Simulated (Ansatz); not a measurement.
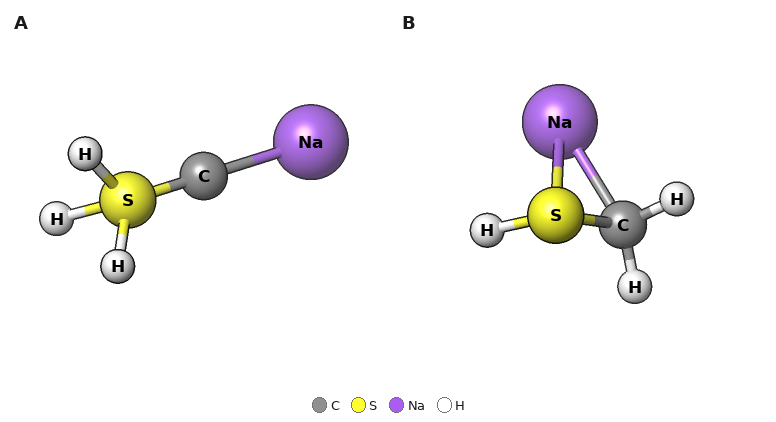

2 stationary structures of one formula. Geometries: PBE0-D4/def2-TZVP. Electronic energies: PBE-D4/def2-TZVPP (Ansatz 0.2.0), without zero-point energy. No frequency run is at hand to confirm each as a minimum.

### Which structure is the most stable?

B is lowest (C1); A lies 5.188 eV above it.
